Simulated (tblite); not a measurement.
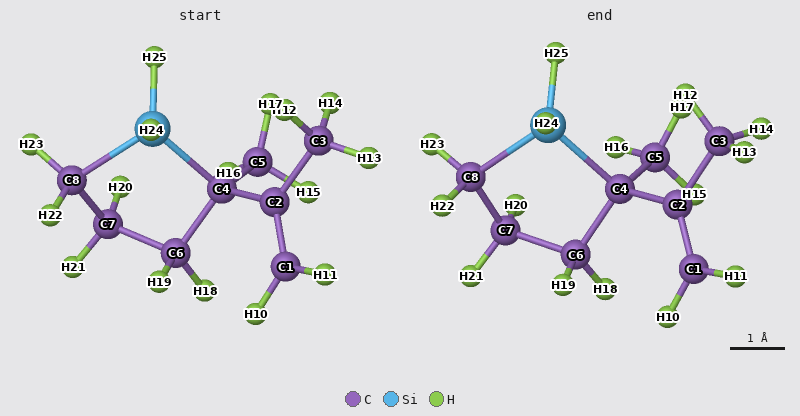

The structure of C₈H₁₆Si before (left) and after (right) a relaxation, at one scale.

A ball-and-stick model, seen at a tilt.

Level of theory: GFN2-xTB geometry optimisation, gas phase (tblite 0.8.0). 

**Describe what moved and what it gained.**

The energy falls by 11.4 kcal/mol in 145 geometry steps. An H atom moves most after the best rigid fit: 0.77 Å. Largest moves by element: H 0.77 Å, C 0.18 Å, Si 0.12 Å. Some distances before and after: C–Si 1.855 → 1.928 Å, C–C 1.495 → 1.536 Å, C–C 1.472 → 1.505 Å, C–H 1.122 → 1.092 Å. Among the angles between lasting bonds that change: C–C–Si 97.9° → 104.7°, C–Si–H 106.3° → 112.4°, H–C–H 112.5° → 106.7°. Groups turn about C–C by about 45°, C–C by about 20°. Cost: 1.2 s on 1 thread of Arm Neoverse V2, with other jobs on the host.
